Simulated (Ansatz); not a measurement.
| atom | x (Å) | y (Å) | z (Å) |
| --- | --- | --- | --- |
| C | -2.4284 | 0.0342 | 1.0765 |
| Al | -2.1020 | 0.6806 | -0.7612 |
| Al | -0.7191 | 2.8931 | -2.6437 |
| N | -1.1046 | 2.1767 | -1.0134 |
| H | -1.4694 | -0.1729 | 1.5748 |
| H | -3.0360 | -0.8777 | 1.1170 |
| H | -2.9431 | 0.8127 | 1.6595 |
| H | -0.7563 | 2.6138 | -0.1539 |

Geometry: PBE0-D3(BJ)/pcseg-1.

These are results of isolated molecule in a Gaussian basis; Kohn-Sham density functional theory, functional PBE0 in Ansatz 0.2.0, not measurements.

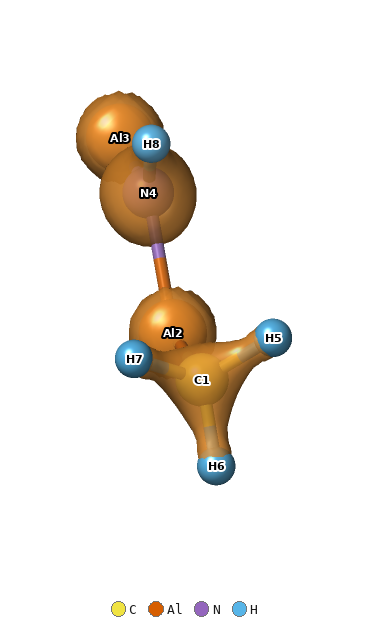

CH4Al2N (doublet). Isosurface of the electron density at 1.5 e/Å³ (orange), seen at an oblique angle.

> How is the density connected at this value?

At this value the surface falls into four separate pieces. It bridges the sampled N–H (1.03 Å) and C–H (1.10 Å) contacts, where the density stays above the isovalue. It is pinched off along the sampled Al–N (1.82 Å) and C–Al (1.98 Å) contacts. On the grid the lowest density along these lines, outside the cores, is 0.68 e/Å³ (Al–N, 1.82 Å), 0.59 e/Å³ (C–Al, 1.98 Å), 2.1 e/Å³ (N–H, 1.03 Å) and 1.8 e/Å³ (C–H, 1.10 Å).
